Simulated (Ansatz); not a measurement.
# CHAlP (quartet): wB97M-V, HSE06, B2PLYP, RPA-PBE over vertical spin and charge gaps and displaced geometries, cc-pVDZ, part 2 of 2

Ansatz 0.2.0, Gaussian basis; cc-pVDZ, all electrons in the functionals, frozen cores in the correlation of double hybrids and RPA. The steps go on from the part before.

### 14 B2PLYP, charge 1, triplet

in.yaml

```yaml
crystal:
  periodic: [false, false, false]
  atoms:
    - {symbol: Al, position_ang: [0.000000, -0.253363, 1.296835]}
    - {symbol: C, position_ang: [0.000000, 1.076140, -0.019890]}
    - {symbol: P, position_ang: [0.000000, -0.266821, -1.120624]}
    - {symbol: H, position_ang: [0.000000, 2.158231, -0.041450]}
basis:
  gaussian: {orbitals: cc-pVDZ}
total_charge: 1
magnetization: {spin_polarized: true, initial_magnetization: 2}
hamiltonian: {xc: {name: B2PLYP}}
correlation: {electrons: outside_noble_gas}
```

Started as:

```sh
> ansatz run in.yaml --threads 1 --pin off --events-out ev --progress --plain --max-ram 2393MiB
```

What it wrote, shortened:

```text
Functional definition: B2PLYP
  name "B2PLYP"
  cite "Grimme, J. Chem. Phys. 124, 034108 (2006) doi:10.1063/1.2148954"
  cite "Becke, Phys. Rev. A 38, 3098 (1988) doi:10.1103/PhysRevA.38.3098"
  cite "Lee, Yang & Parr, Phys. Rev. B 37, 785 (1988) doi:10.1103/PhysRevB.37.785"
[...]
551 factors; integrals over basis functions are off by at most 9.8e-4 eV
[...]
mean field -16918.36058371 eV, -621.7382837746 hartree, gradient 3.8e-6 eV, S^2 2.011699; 2 other end points of the search recorded, 0 dependent functions left out
11 core orbitals not correlated: weight in the atoms' cores, before any rotation towards them, 1.000 or more for the frozen orbitals, at most 0.000 for the correlated occupied ones
reference -16918.36071135 eV, -621.7382884654 hartree; 7, 5 occupied and 37, 39 virtual orbitals, 551 factors
second order -9.29269379 eV of doubles, -0.00000000 eV of singles
Total energy: -16920.86973867 eV, -621.8304935188 hartree
```

It took 8 s on 1 thread of Intel Xeon at 2.50GHz, shared host.

From the report: ⟨S²⟩ of the determinant 2.012 (pure triplet: 2.00).

From charge 0, quartet: +567.5 kJ/mol.

### 15 B2PLYP, charge 1, quintet

in.yaml, as its differences from that of step 14:

```diff
@@ -10,3 +10,3 @@
 total_charge: 1
-magnetization: {spin_polarized: true, initial_magnetization: 2}
+magnetization: {spin_polarized: true, initial_magnetization: 4}
 hamiltonian: {xc: {name: B2PLYP}}
```

Same command.

What it wrote, shortened:

```text
Functional definition: B2PLYP
  name "B2PLYP"
  cite "Grimme, J. Chem. Phys. 124, 034108 (2006) doi:10.1063/1.2148954"
  cite "Becke, Phys. Rev. A 38, 3098 (1988) doi:10.1103/PhysRevA.38.3098"
  cite "Lee, Yang & Parr, Phys. Rev. B 37, 785 (1988) doi:10.1103/PhysRevB.37.785"
[...]
551 factors; integrals over basis functions are off by at most 9.8e-4 eV
[...]
mean field -16915.84909242 eV, -621.6459881722 hartree, gradient 3.2e-6 eV, S^2 6.017761; 2 other end points of the search recorded, 0 dependent functions left out
11 core orbitals not correlated: weight in the atoms' cores, before any rotation towards them, 1.000 or more for the frozen orbitals, at most 0.000 for the correlated occupied ones
reference -16915.84922348 eV, -621.6459929885 hartree; 8, 4 occupied and 36, 40 virtual orbitals, 551 factors
second order -7.29182085 eV of doubles, -0.00000000 eV of singles
Total energy: -16917.81801511 eV, -621.7183447465 hartree
```

Run time: 4.6 s. Hardware: 1 thread of Intel Xeon at 2.50GHz, shared host.

From the report: ⟨S²⟩ of the determinant 6.018 (pure quintet: 6.00).

From charge 0, quartet: +862.0 kJ/mol.

### 16 B2PLYP, displaced geometry v1

in.yaml

```yaml
crystal:
  periodic: [false, false, false]
  atoms:
    - {symbol: Al, position_ang: [-0.019637, -0.269191, 1.322527]}
    - {symbol: C, position_ang: [-0.020470, 1.044170, -0.005351]}
    - {symbol: P, position_ang: [0.027494, -0.239481, -1.148698]}
    - {symbol: H, position_ang: [-0.075283, 2.122756, -0.039722]}
basis:
  gaussian: {orbitals: cc-pVDZ}
magnetization: {spin_polarized: true, initial_magnetization: 3}
hamiltonian: {xc: {name: B2PLYP}}
correlation: {electrons: outside_noble_gas}
```

Launched as before.

What it wrote, shortened:

```text
Functional definition: B2PLYP
  name "B2PLYP"
  cite "Grimme, J. Chem. Phys. 124, 034108 (2006) doi:10.1063/1.2148954"
  cite "Becke, Phys. Rev. A 38, 3098 (1988) doi:10.1103/PhysRevA.38.3098"
  cite "Lee, Yang & Parr, Phys. Rev. B 37, 785 (1988) doi:10.1103/PhysRevB.37.785"
[...]
551 factors; integrals over basis functions are off by at most 1.0e-3 eV
[...]
mean field -16924.18381879 eV, -621.9522837169 hartree, gradient 6.2e-6 eV, S^2 3.766644; 6 other end points of the search recorded, 0 dependent functions left out
11 core orbitals not correlated: weight in the atoms' cores, before any rotation towards them, 1.000 or more for the frozen orbitals, at most 0.000 for the correlated occupied ones
reference -16924.18394620 eV, -621.9522883991 hartree; 8, 5 occupied and 36, 39 virtual orbitals, 551 factors
second order -9.56966203 eV of doubles, -0.00000000 eV of singles
Total energy: -16926.76775495 eV, -622.0472416192 hartree
```

Wall time 14 s (1 thread of Intel Xeon at 2.50GHz, shared host).

From the report: ⟨S²⟩ of the determinant 3.767 (pure quartet: 3.75).

From charge 0, quartet: -1.6 kJ/mol.

### 17 B2PLYP, displaced geometry v2

in.yaml

```yaml
crystal:
  periodic: [false, false, false]
  atoms:
    - {symbol: Al, position_ang: [0.066489, -0.243158, 1.293076]}
    - {symbol: C, position_ang: [-0.098385, 1.094719, -0.012055]}
    - {symbol: P, position_ang: [-0.021765, -0.280666, -1.120969]}
    - {symbol: H, position_ang: [0.061344, 2.089117, -0.023581]}
basis:
  gaussian: {orbitals: cc-pVDZ}
magnetization: {spin_polarized: true, initial_magnetization: 3}
hamiltonian: {xc: {name: B2PLYP}}
correlation: {electrons: outside_noble_gas}
```

Launched as before.

What it wrote, shortened:

```text
Functional definition: B2PLYP
  name "B2PLYP"
  cite "Grimme, J. Chem. Phys. 124, 034108 (2006) doi:10.1063/1.2148954"
  cite "Becke, Phys. Rev. A 38, 3098 (1988) doi:10.1103/PhysRevA.38.3098"
  cite "Lee, Yang & Parr, Phys. Rev. B 37, 785 (1988) doi:10.1103/PhysRevB.37.785"
[...]
549 factors; integrals over basis functions are off by at most 1.4e-3 eV
[...]
mean field -16924.06675300 eV, -621.9479816282 hartree, gradient 7.0e-6 eV, S^2 3.781484; 8 other end points of the search recorded, 0 dependent functions left out
11 core orbitals not correlated: weight in the atoms' cores, before any rotation towards them, 1.000 or more for the frozen orbitals, at most 0.000 for the correlated occupied ones
reference -16924.06687952 eV, -621.9479862778 hartree; 8, 5 occupied and 36, 39 virtual orbitals, 549 factors
second order -9.38749248 eV of doubles, -0.00000000 eV of singles
Total energy: -16926.60150249 eV, -622.0411319539 hartree
```

Wall time 12 s (1 thread of Intel Xeon at 2.50GHz, shared host).

From the report: ⟨S²⟩ of the determinant 3.781 (pure quartet: 3.75).

From charge 0, quartet: +14.5 kJ/mol.

### 18 RPA-PBE, charge 0, quartet

in.yaml

```yaml
crystal:
  periodic: [false, false, false]
  atoms:
    - {symbol: Al, position_ang: [0.000000, -0.253363, 1.296835]}
    - {symbol: C, position_ang: [0.000000, 1.076140, -0.019890]}
    - {symbol: P, position_ang: [0.000000, -0.266821, -1.120624]}
    - {symbol: H, position_ang: [0.000000, 2.158231, -0.041450]}
basis:
  gaussian: {orbitals: cc-pVDZ}
magnetization: {spin_polarized: true, initial_magnetization: 3}
hamiltonian: {xc: {name: PBE}}
correlation: {method: rpa, electrons: outside_noble_gas}
```

Launched as before.

What it wrote, shortened:

```text
Functional definition: PBE
  name "PBE"
  cite "Perdew, Burke & Ernzerhof, Phys. Rev. Lett. 77, 3865 (1996) doi:10.1103/PhysRevLett.77.3865"
  parent pbe
[...]
551 factors; integrals over basis functions are off by at most 9.8e-4 eV
[...]
mean field -16925.55481094 eV, -622.0026667488 hartree, gradient 5.7e-6 eV, S^2 3.754255; 11 other end points of the search recorded, 0 dependent functions left out
11 core orbitals not correlated: weight in the atoms' cores, before any rotation towards them, 1.000 or more for the frozen orbitals, at most 0.000 for the correlated occupied ones
reference -16896.96016643 eV, -620.9518329453 hartree; 8, 5 occupied and 36, 39 virtual orbitals, 551 factors
Total energy: -16909.87292212 eV, -621.4263679645 hartree
```

It took 21 s on 1 thread of Intel Xeon at 2.50GHz, shared host.

From the report: ⟨S²⟩ of the determinant 3.754 (pure quartet: 3.75).

### 19 RPA-PBE, charge 0, doublet

in.yaml, as its differences from that of step 18:

```diff
@@ -9,3 +9,3 @@
   gaussian: {orbitals: cc-pVDZ}
-magnetization: {spin_polarized: true, initial_magnetization: 3}
+magnetization: {spin_polarized: true, initial_magnetization: 1}
 hamiltonian: {xc: {name: PBE}}
```

Same command.

What it wrote, shortened:

```text
Functional definition: PBE
  name "PBE"
  cite "Perdew, Burke & Ernzerhof, Phys. Rev. Lett. 77, 3865 (1996) doi:10.1103/PhysRevLett.77.3865"
  parent pbe
[...]
551 factors; integrals over basis functions are off by at most 9.8e-4 eV
[...]
mean field -16926.93210087 eV, -622.0532812203 hartree, gradient 3.0e-6 eV, S^2 0.761314; 14 other end points of the search recorded, 0 dependent functions left out
11 core orbitals not correlated: weight in the atoms' cores, before any rotation towards them, 1.000 or more for the frozen orbitals, at most 0.000 for the correlated occupied ones
reference -16898.05210004 eV, -620.9919607655 hartree; 7, 6 occupied and 37, 38 virtual orbitals, 551 factors
Total energy: -16911.48368049 eV, -621.4855622427 hartree
```

It took 27 s on 1 thread of Intel Xeon at 2.50GHz, shared host.

From the report: ⟨S²⟩ of the determinant 0.761 (pure doublet: 0.75).

From charge 0, quartet: -155.4 kJ/mol.

### 20 RPA-PBE, charge 0, sextet

in.yaml, as its differences from that of step 19:

```diff
@@ -9,3 +9,3 @@
   gaussian: {orbitals: cc-pVDZ}
-magnetization: {spin_polarized: true, initial_magnetization: 1}
+magnetization: {spin_polarized: true, initial_magnetization: 5}
 hamiltonian: {xc: {name: PBE}}
```

Launched as before.

What it wrote, shortened:

```text
Functional definition: PBE
  name "PBE"
  cite "Perdew, Burke & Ernzerhof, Phys. Rev. Lett. 77, 3865 (1996) doi:10.1103/PhysRevLett.77.3865"
  parent pbe
[...]
551 factors; integrals over basis functions are off by at most 9.8e-4 eV
[...]
mean field -16921.75736411 eV, -621.8631131521 hartree, gradient 7.3e-6 eV, S^2 8.756624; 4 other end points of the search recorded, 0 dependent functions left out
11 core orbitals not correlated: weight in the atoms' cores, before any rotation towards them, 1.000 or more for the frozen orbitals, at most 0.000 for the correlated occupied ones
reference -16895.02813757 eV, -620.8808321941 hartree; 9, 4 occupied and 35, 40 virtual orbitals, 551 factors
Total energy: -16906.17864555 eV, -621.2906058044 hartree
```

Run time: 11 s. Hardware: 1 thread of Intel Xeon at 2.50GHz, shared host.

From the report: ⟨S²⟩ of the determinant 8.757 (pure sextet: 8.75).

From charge 0, quartet: +356.4 kJ/mol.

### 21 RPA-PBE, charge 1, triplet

in.yaml, as its differences from that of step 20:

```diff
@@ -9,3 +9,4 @@
   gaussian: {orbitals: cc-pVDZ}
-magnetization: {spin_polarized: true, initial_magnetization: 5}
+total_charge: 1
+magnetization: {spin_polarized: true, initial_magnetization: 2}
 hamiltonian: {xc: {name: PBE}}
```

Same command.

What it wrote, shortened:

```text
Functional definition: PBE
  name "PBE"
  cite "Perdew, Burke & Ernzerhof, Phys. Rev. Lett. 77, 3865 (1996) doi:10.1103/PhysRevLett.77.3865"
  parent pbe
[...]
551 factors; integrals over basis functions are off by at most 9.8e-4 eV
[...]
mean field -16919.40585229 eV, -621.7766966865 hartree, gradient 1.2e-6 eV, S^2 2.003631; 2 other end points of the search recorded, 0 dependent functions left out
11 core orbitals not correlated: weight in the atoms' cores, before any rotation towards them, 1.000 or more for the frozen orbitals, at most 0.000 for the correlated occupied ones
reference -16891.54515811 eV, -620.7528350600 hartree; 7, 5 occupied and 37, 39 virtual orbitals, 551 factors
Total energy: -16903.92018213 eV, -621.2076088047 hartree
```

Run time: 10 s. Hardware: 1 thread of Intel Xeon at 2.50GHz, shared host.

From the report: ⟨S²⟩ of the determinant 2.004 (pure triplet: 2.00).

From charge 0, quartet: +574.4 kJ/mol.

### 22 RPA-PBE, charge 1, quintet

in.yaml, as its differences from that of step 21:

```diff
@@ -10,3 +10,3 @@
 total_charge: 1
-magnetization: {spin_polarized: true, initial_magnetization: 2}
+magnetization: {spin_polarized: true, initial_magnetization: 4}
 hamiltonian: {xc: {name: PBE}}
```

The command is unchanged.

What it wrote, shortened:

```text
Functional definition: PBE
  name "PBE"
  cite "Perdew, Burke & Ernzerhof, Phys. Rev. Lett. 77, 3865 (1996) doi:10.1103/PhysRevLett.77.3865"
  parent pbe
[...]
551 factors; integrals over basis functions are off by at most 9.8e-4 eV
[...]
mean field -16916.35815986 eV, -621.6646960553 hartree, gradient 5.9e-6 eV, S^2 6.006361; 6 other end points of the search recorded, 0 dependent functions left out
11 core orbitals not correlated: weight in the atoms' cores, before any rotation towards them, 1.000 or more for the frozen orbitals, at most 0.000 for the correlated occupied ones
reference -16889.83844411 eV, -620.6901144772 hartree; 8, 4 occupied and 36, 40 virtual orbitals, 551 factors
Total energy: -16900.80050178 eV, -621.0929626664 hartree
```

Wall time 13 s (1 thread of Intel Xeon at 2.50GHz, shared host).

From the report: ⟨S²⟩ of the determinant 6.006 (pure quintet: 6.00).

From charge 0, quartet: +875.4 kJ/mol.

### 23 RPA-PBE, displaced geometry v1

in.yaml

```yaml
crystal:
  periodic: [false, false, false]
  atoms:
    - {symbol: Al, position_ang: [-0.019637, -0.269191, 1.322527]}
    - {symbol: C, position_ang: [-0.020470, 1.044170, -0.005351]}
    - {symbol: P, position_ang: [0.027494, -0.239481, -1.148698]}
    - {symbol: H, position_ang: [-0.075283, 2.122756, -0.039722]}
basis:
  gaussian: {orbitals: cc-pVDZ}
magnetization: {spin_polarized: true, initial_magnetization: 3}
hamiltonian: {xc: {name: PBE}}
correlation: {method: rpa, electrons: outside_noble_gas}
```

The command is unchanged.

What it wrote, shortened:

```text
Functional definition: PBE
  name "PBE"
  cite "Perdew, Burke & Ernzerhof, Phys. Rev. Lett. 77, 3865 (1996) doi:10.1103/PhysRevLett.77.3865"
  parent pbe
[...]
551 factors; integrals over basis functions are off by at most 1.0e-3 eV
[...]
mean field -16925.56857916 eV, -622.0031727218 hartree, gradient 1.4e-6 eV, S^2 3.755677; 7 other end points of the search recorded, 0 dependent functions left out
11 core orbitals not correlated: weight in the atoms' cores, before any rotation towards them, 1.000 or more for the frozen orbitals, at most 0.000 for the correlated occupied ones
reference -16896.97492750 eV, -620.9523754046 hartree; 8, 5 occupied and 36, 39 virtual orbitals, 551 factors
Total energy: -16909.89365354 eV, -621.4271298299 hartree
```

Wall time 9.5 s (1 thread of Intel Xeon at 2.50GHz, shared host).

From the report: ⟨S²⟩ of the determinant 3.756 (pure quartet: 3.75).

From charge 0, quartet: -2.0 kJ/mol.

### 24 RPA-PBE, displaced geometry v2

in.yaml

```yaml
crystal:
  periodic: [false, false, false]
  atoms:
    - {symbol: Al, position_ang: [0.066489, -0.243158, 1.293076]}
    - {symbol: C, position_ang: [-0.098385, 1.094719, -0.012055]}
    - {symbol: P, position_ang: [-0.021765, -0.280666, -1.120969]}
    - {symbol: H, position_ang: [0.061344, 2.089117, -0.023581]}
basis:
  gaussian: {orbitals: cc-pVDZ}
magnetization: {spin_polarized: true, initial_magnetization: 3}
hamiltonian: {xc: {name: PBE}}
correlation: {method: rpa, electrons: outside_noble_gas}
```

Launched as before.

What it wrote, shortened:

```text
Functional definition: PBE
  name "PBE"
  cite "Perdew, Burke & Ernzerhof, Phys. Rev. Lett. 77, 3865 (1996) doi:10.1103/PhysRevLett.77.3865"
  parent pbe
[...]
549 factors; integrals over basis functions are off by at most 1.4e-3 eV
[...]
mean field -16925.38021048 eV, -621.9962503003 hartree, gradient 6.7e-6 eV, S^2 3.753849; 8 other end points of the search recorded, 0 dependent functions left out
11 core orbitals not correlated: weight in the atoms' cores, before any rotation towards them, 1.000 or more for the frozen orbitals, at most 0.000 for the correlated occupied ones
reference -16896.84705518 eV, -620.9476761837 hartree; 8, 5 occupied and 36, 39 virtual orbitals, 549 factors
Total energy: -16909.69945099 eV, -621.4199930179 hartree
```

It took 11 s on 1 thread of Intel Xeon at 2.50GHz, shared host.

From the report: ⟨S²⟩ of the determinant 3.754 (pure quartet: 3.75).

From charge 0, quartet: +16.7 kJ/mol.

### 25 The comparison

The yardstick is RCCSDT(Q), where the cluster series has nearly closed. It comes from earlier runs at the same points. Energies in kJ/mol, counted from charge 0, quartet; blanks weren't run or aren't comparable.

| level | quartet to doublet | quartet to sextet | ionisation to the triplet cation | ionisation to the quintet cation | displacement v1 | displacement v2 |
| --- | --- | --- | --- | --- | --- | --- |
| RCCSDT(Q) | -146.5 | 344.3 | 559.5 | 854.3 | -1.9 | 15.5 |
| wB97M-V | -152.0 | 374.3 | 573.4 | 863.4 | 0.7 | 13.9 |
| HSE06 |  |  |  | 867.5 |  |  |
| B2PLYP | -142.0 | 359.7 | 567.5 | 862.0 | -1.6 | 14.5 |
| RPA-PBE | -155.4 | 356.4 | 574.4 | 875.4 | -2.0 | 16.7 |

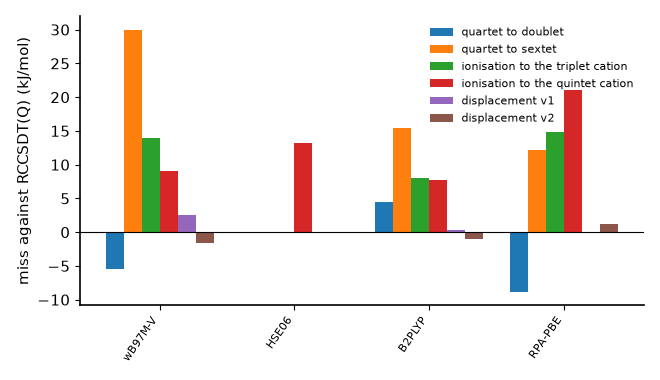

Misses of the gaps against RCCSDT(Q).

Largest miss and mean time a point (RCCSDT(Q) took 3.3 min a point; shared hosts):

| level | largest miss (kJ/mol) | where | time a point |
| --- | --- | --- | --- |
| wB97M-V | +30.0 | quartet to sextet | 21 s |
| HSE06 | +13.2 | ionisation to the quintet cation | 8.8 s |
| B2PLYP | +15.4 | quartet to sextet | 10 s |
| RPA-PBE | +21.1 | ionisation to the quintet cation | 15 s |

### 26 What came out

What follows sums up all 2 parts.

| quantity | value |
| --- | --- |
| quartet to doublet, RCCSDT(Q) | -146.5 kJ/mol |
| quartet to sextet, RCCSDT(Q) | 344.3 kJ/mol |
| ionisation to the triplet cation, RCCSDT(Q) | 559.5 kJ/mol |
| ionisation to the quintet cation, RCCSDT(Q) | 854.3 kJ/mol |
| displacement v1, RCCSDT(Q) | -1.9 kJ/mol |
| displacement v2, RCCSDT(Q) | 15.5 kJ/mol |
| largest miss, wB97M-V | +30.0 kJ/mol (quartet to sextet) |
| largest miss, HSE06 | +13.2 kJ/mol (ionisation to the quintet cation) |
| largest miss, B2PLYP | +15.4 kJ/mol (quartet to sextet) |
| largest miss, RPA-PBE | +21.1 kJ/mol (ionisation to the quintet cation) |

What this shows: Misses are known at 6 of 6 points at best, and only functionals with that many are ranked. Of the functionals, B2PLYP keep the smallest largest miss at the points compared (at most 15.4 kJ/mol) and wB97M-V strays most (30.0 kJ/mol, at quartet to sextet). Functionals and the yardstick converge differently with the basis, so part of each miss in cc-pVDZ is the basis.
